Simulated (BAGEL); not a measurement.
**doublet [CH7BN2]+: levels of theory compared**

Wanted: a comparison of 4 runs (ROHF/6-31G*, UHF/6-31G*, ROHF/def2-SVP, UHF/def2-SVP) of doublet [CH7BN2]+. 

The results are computed with BAGEL 1.2.2.

1 further run of the same task is left out (set aside as unsound or not needed). Runs told in other sessions of the task aren't counted.

**1. The structure to begin with**

The species is [CH7BN2]+ (11 atoms), meant as a doublet with charge +1. SMILES of the parent species: `CB(N)N`. The coordinates come from a PBE0-D4/def2-TZVP relaxation. That shape belongs to the parent species and isn't relaxed for this state.

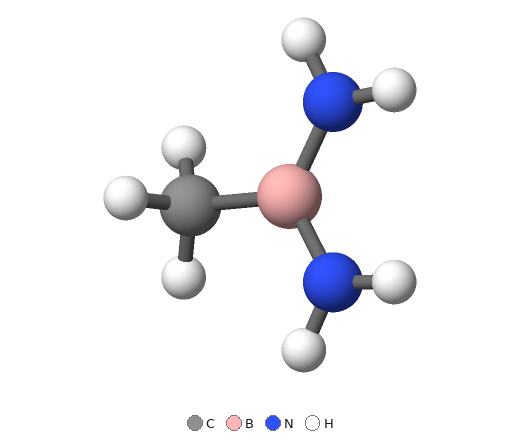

Viewed from a chosen angle; carbon grey, boron pink, nitrogen blue, hydrogen white.

**2. The energy at ROHF/6-31G(d) (density fitting with qzvpp-jkfit, spherical functions) (run 1)**

Contents of input.json:

```json
{ "bagel": [

{
  "title": "molecule",
  "basis": "6-31gs.json",
  "df_basis": "qzvpp-jkfit",
  "angstrom": true,
  "geometry": [
    { "atom": "C", "xyz": [      -0.697600,       1.164600,      -0.169800 ] },
    { "atom": "B", "xyz": [       0.096800,      -0.189500,       0.024000 ] },
    { "atom": "N", "xyz": [       0.158900,      -0.791900,       1.303700 ] },
    { "atom": "N", "xyz": [       0.762500,      -0.778300,      -1.078100 ] },
    { "atom": "H", "xyz": [      -1.103000,       1.271700,      -1.179500 ] },
    { "atom": "H", "xyz": [      -1.529900,       1.266600,       0.531700 ] },
    { "atom": "H", "xyz": [      -0.033800,       2.019900,      -0.001700 ] },
    { "atom": "H", "xyz": [       0.670200,      -1.631100,       1.510900 ] },
    { "atom": "H", "xyz": [      -0.304800,      -0.397700,       2.100700 ] },
    { "atom": "H", "xyz": [       0.733200,      -0.374600,      -1.995600 ] },
    { "atom": "H", "xyz": [       1.313000,      -1.616700,      -1.025700 ] }
  ]
},

{
  "title": "rohf",
  "charge": 1,
  "nopen": 1
},

{
  "title": "print",
  "file": "orbitals.molden",
  "orbitals": true
}

]}
```

The basis set 6-31G* is read from a file made from the Basis Set Exchange's data (not shown).

Started as:

```console
$ BAGEL_NUM_THREADS=1 BAGEL input.json > input.out
```

The program printed:

```text
* using 1 threads per process

  ===============================================================
  ===============================================================

  *** Geometry ***

  { "atom" : "C", "xyz" : [     -1.318273,      2.200775,     -0.320875 ] },
  { "atom" : "B", "xyz" : [      0.182925,     -0.358103,      0.045353 ] },
  { "atom" : "N", "xyz" : [      0.300277,     -1.496474,      2.463636 ] },
  { "atom" : "N", "xyz" : [      1.440916,     -1.470774,     -2.037314 ] },
  { "atom" : "H", "xyz" : [     -2.084368,      2.403165,     -2.228932 ] },
  { "atom" : "H", "xyz" : [     -2.891092,      2.393527,      1.004767 ] },
  { "atom" : "H", "xyz" : [     -0.063873,      3.817058,     -0.003213 ] },
  { "atom" : "H", "xyz" : [      1.266494,     -3.082332,      2.855187 ] },
  { "atom" : "H", "xyz" : [     -0.575989,     -0.751544,      3.969748 ] },
  { "atom" : "H", "xyz" : [      1.385547,     -0.707891,     -3.771137 ] },
  { "atom" : "H", "xyz" : [      2.481210,     -3.055120,     -1.938292 ] },

  Number of auxiliary basis functions:      430

  Since a DF basis is specified, we compute 2- and 3-index integrals:
    o Being stored without compression. Storage requirement is 0.017 GB

  Number of basis functions:       70
  Number of electrons      :       32

    * METHOD: MOLECULE                             0.14

  *** Open-shell HF ***

  === Nuclear Repulsion ===
   115.9972671056

      * DIIS with orbital gradients will be used.

  === ROHF iteration (6-31gs.json) ===
      0       -175.15265134          0.03678910           0.04
      1       -175.27877231          0.01327638           0.05
      2       -175.29124642          0.00518724           0.04
      3       -175.29420319          0.00103249           0.05
      4       -175.29415840          0.00016820           0.05
      5       -175.29414286          0.00005995           0.05
      6       -175.29413724          0.00002295           0.05
      7       -175.29413171          0.00002043           0.05
      8       -175.29413154          0.00002862           0.05
      9       -175.29413057          0.00001558           0.05
     10       -175.29413035          0.00000724           0.05
     11       -175.29413030          0.00000415           0.05
     12       -175.29413023          0.00000089           0.05
     13       -175.29413020          0.00000038           0.05
     14       -175.29413021          0.00000023           0.05
     15       -175.29413020          0.00000011           0.04
     16       -175.29413020          0.00000003           0.04
     17       -175.29413020          0.00000001           0.05
     18       -175.29413020          0.00000000           0.05
    * SCF iteration converged.

    * S^2 (ROHF) is 0.7500

    * Permanent dipole moment:
           (   -0.803970,     1.271958,    -0.196666) a.u.

    * METHOD: ROHF                                 0.95

    * METHOD: PRINT                                0.01

  ===============================================================
```

Run time: 1.2 s. Hardware: 1 thread of Arm Neoverse V2, shared host.

**3. A single-point energy at UHF/6-31G(d) (density fitting with qzvpp-jkfit, spherical functions) (run 2)**

Contents of calc.json:

```json
{ "bagel" : [

{
  "title" : "molecule",
  "basis" : "6-31gs.json",
  "df_basis" : "qzvpp-jkfit",
  "angstrom" : true,
  "geometry" : [
    { "atom" : "C", "xyz" : [   -0.697600,    1.164600,   -0.169800 ] },
    { "atom" : "B", "xyz" : [    0.096800,   -0.189500,    0.024000 ] },
    { "atom" : "N", "xyz" : [    0.158900,   -0.791900,    1.303700 ] },
    { "atom" : "N", "xyz" : [    0.762500,   -0.778300,   -1.078100 ] },
    { "atom" : "H", "xyz" : [   -1.103000,    1.271700,   -1.179500 ] },
    { "atom" : "H", "xyz" : [   -1.529900,    1.266600,    0.531700 ] },
    { "atom" : "H", "xyz" : [   -0.033800,    2.019900,   -0.001700 ] },
    { "atom" : "H", "xyz" : [    0.670200,   -1.631100,    1.510900 ] },
    { "atom" : "H", "xyz" : [   -0.304800,   -0.397700,    2.100700 ] },
    { "atom" : "H", "xyz" : [    0.733200,   -0.374600,   -1.995600 ] },
    { "atom" : "H", "xyz" : [    1.313000,   -1.616700,   -1.025700 ] }
  ]
},
{ "title" : "uhf", "charge" : 1, "nopen" : 1 },
{ "title" : "print", "file" : "orbitals.molden", "orbitals" : true }

]}
```

The basis set 6-31G* is read from a file made from the Basis Set Exchange's data (not shown).

Started as:

```console
$ BAGEL_NUM_THREADS=1 BAGEL calc.json > calc.out
```

The program printed:

```text
* using 1 threads per process

  ===============================================================
  ===============================================================

  *** Geometry ***

  { "atom" : "C", "xyz" : [     -1.318273,      2.200775,     -0.320875 ] },
  { "atom" : "B", "xyz" : [      0.182925,     -0.358103,      0.045353 ] },
  { "atom" : "N", "xyz" : [      0.300277,     -1.496474,      2.463636 ] },
  { "atom" : "N", "xyz" : [      1.440916,     -1.470774,     -2.037314 ] },
  { "atom" : "H", "xyz" : [     -2.084368,      2.403165,     -2.228932 ] },
  { "atom" : "H", "xyz" : [     -2.891092,      2.393527,      1.004767 ] },
  { "atom" : "H", "xyz" : [     -0.063873,      3.817058,     -0.003213 ] },
  { "atom" : "H", "xyz" : [      1.266494,     -3.082332,      2.855187 ] },
  { "atom" : "H", "xyz" : [     -0.575989,     -0.751544,      3.969748 ] },
  { "atom" : "H", "xyz" : [      1.385547,     -0.707891,     -3.771137 ] },
  { "atom" : "H", "xyz" : [      2.481210,     -3.055120,     -1.938292 ] },

  Number of auxiliary basis functions:      430

  Since a DF basis is specified, we compute 2- and 3-index integrals:
    o Being stored without compression. Storage requirement is 0.017 GB

  Number of basis functions:       70
  Number of electrons      :       32

    * METHOD: MOLECULE                             0.14

  *** Open-shell HF ***

  === Nuclear Repulsion ===
   115.9972671056

      * DIIS with orbital gradients will be used.

  === UHF iteration (6-31gs.json) ===
      0       -175.15265134          0.03678910           0.04
      1       -175.29149511          0.01340775           0.04
      2       -175.31075111          0.00523842           0.05
      3       -175.31493622          0.00114875           0.05
      4       -175.31645202          0.00031193           0.05
      5       -175.31682790          0.00020349           0.04
      6       -175.31704140          0.00004659           0.04
      7       -175.31705594          0.00001180           0.05
      8       -175.31705716          0.00000484           0.05
      9       -175.31705753          0.00000159           0.04
     10       -175.31705765          0.00000157           0.04
     11       -175.31705769          0.00000132           0.04
     12       -175.31705772          0.00000129           0.05
     13       -175.31705772          0.00000127           0.05
     14       -175.31705772          0.00000125           0.04
     15       -175.31705773          0.00000125           0.04
[... 24 lines of this table left out ...]
     40       -175.31705716          0.00000009           0.04
     41       -175.31705716          0.00000010           0.05
     42       -175.31705716          0.00000007           0.04
     43       -175.31705716          0.00000003           0.04
     44       -175.31705716          0.00000002           0.04
     45       -175.31705716          0.00000002           0.04
     46       -175.31705716          0.00000001           0.04
     47       -175.31705716          0.00000001           0.04
    * SCF iteration converged.

    * S^2 (UHF) is 0.8822

    * Permanent dipole moment:
           (   -0.823951,     1.360201,    -0.333974) a.u.

    * METHOD: UHF                                  2.23

    * METHOD: PRINT                                0.01

  ===============================================================
```

It took 2.5 s on 1 thread of Arm Neoverse V2, shared host.

Run 3 isn't shown in full; the table further down has it.

**4. A single-point energy at UHF/def2-SVP (density fitting with qzvpp-jkfit) (run 4)**

Changes to input.json since step 2:

```diff
@@ -4,3 +4,3 @@
   "title": "molecule",
-  "basis": "6-31gs.json",
+  "basis": "svp",
   "df_basis": "qzvpp-jkfit",
@@ -22,13 +22,5 @@
 
-{
-  "title": "rohf",
-  "charge": 1,
-  "nopen": 1
-},
+{ "title": "uhf", "charge": 1, "nopen": 1 },
 
-{
-  "title": "print",
-  "file": "orbitals.molden",
-  "orbitals": true
-}
+{ "title": "print", "file": "orbitals.molden", "orbitals": true }
```

Started as:

```console
$ BAGEL_NUM_THREADS=1 BAGEL input.json > input.out
```

The program printed:

```text
* using 1 threads per process

  ===============================================================
  ===============================================================

  *** Geometry ***

  { "atom" : "C", "xyz" : [     -1.318273,      2.200775,     -0.320875 ] },
  { "atom" : "B", "xyz" : [      0.182925,     -0.358103,      0.045353 ] },
  { "atom" : "N", "xyz" : [      0.300277,     -1.496474,      2.463636 ] },
  { "atom" : "N", "xyz" : [      1.440916,     -1.470774,     -2.037314 ] },
  { "atom" : "H", "xyz" : [     -2.084368,      2.403165,     -2.228932 ] },
  { "atom" : "H", "xyz" : [     -2.891092,      2.393527,      1.004767 ] },
  { "atom" : "H", "xyz" : [     -0.063873,      3.817058,     -0.003213 ] },
  { "atom" : "H", "xyz" : [      1.266494,     -3.082332,      2.855187 ] },
  { "atom" : "H", "xyz" : [     -0.575989,     -0.751544,      3.969748 ] },
  { "atom" : "H", "xyz" : [      1.385547,     -0.707891,     -3.771137 ] },
  { "atom" : "H", "xyz" : [      2.481210,     -3.055120,     -1.938292 ] },

  Number of auxiliary basis functions:      430

  Since a DF basis is specified, we compute 2- and 3-index integrals:
    o Being stored without compression. Storage requirement is 0.028 GB

  Number of basis functions:       91
  Number of electrons      :       32

    * METHOD: MOLECULE                             0.15

  *** Open-shell HF ***

  === Nuclear Repulsion ===
   115.9972671056

      * DIIS with orbital gradients will be used.

  === UHF iteration (svp) ===
      0       -175.01883218          0.02954800           0.06
      1       -175.17154692          0.01220620           0.06
      2       -175.19274500          0.00439331           0.06
      3       -175.19707331          0.00098691           0.06
      4       -175.19861767          0.00024002           0.07
      5       -175.19896898          0.00015316           0.06
      6       -175.19914902          0.00004076           0.06
      7       -175.19916695          0.00001160           0.06
      8       -175.19916866          0.00000373           0.06
      9       -175.19916900          0.00000128           0.07
     10       -175.19916910          0.00000131           0.06
     11       -175.19916913          0.00000112           0.06
     12       -175.19916916          0.00000113           0.06
     13       -175.19916917          0.00000110           0.06
     14       -175.19916917          0.00000110           0.06
     15       -175.19916917          0.00000109           0.06
     16       -175.19916918          0.00000097           0.06
     17       -175.19916921          0.00000101           0.06
     18       -175.19916920          0.00000101           0.06
     19       -175.19916920          0.00000101           0.06
     20       -175.19916930          0.00000089           0.06
     21       -175.19916960          0.00000223           0.07
     22       -175.19916959          0.00000223           0.06
     23       -175.19916959          0.00000209           0.07
     24       -175.19916962          0.00000171           0.06
     25       -175.19916962          0.00000069           0.06
     26       -175.19916965          0.00000039           0.06
     27       -175.19916968          0.00000029           0.06
     28       -175.19916970          0.00000031           0.06
     29       -175.19916970          0.00000006           0.07
     30       -175.19916970          0.00000004           0.06
     31       -175.19916970          0.00000005           0.06
     32       -175.19916970          0.00000001           0.07
    * SCF iteration converged.

    * S^2 (UHF) is 0.8831

    * Permanent dipole moment:
           (   -0.873882,     1.354926,    -0.113834) a.u.

    * METHOD: UHF                                  2.22

    * METHOD: PRINT                                0.01

  ===============================================================
```

Wall time 2.5 s (1 thread of Arm Neoverse V2, shared host); peak memory 0.11 GiB.

**5. All runs side by side**

```csv
run,level,energy (Eh),⟨S²⟩,wall time
1,"ROHF/6-31G* (density fitting with qzvpp-jkfit, spherical functions)",-175.294130,0.750,1.2 s
2,"UHF/6-31G* (density fitting with qzvpp-jkfit, spherical functions)",-175.317057,0.882,2.5 s
3,ROHF/def2-SVP (density fitting with qzvpp-jkfit),-175.175979,0.750,1.6 s
4,UHF/def2-SVP (density fitting with qzvpp-jkfit),-175.199170,0.883,2.5 s
```

**6. Outcome**

| quantity | value |
| --- | --- |
| run 4: total energy | -175.19917 Eh |
| run 4: ⟨S²⟩ | 0.883 |

Spin contamination of the reference: run 4 ⟨S²⟩ = 0.88, run 2 ⟨S²⟩ = 0.88. All runs together took 7.9 s, the longest 2.5 s.
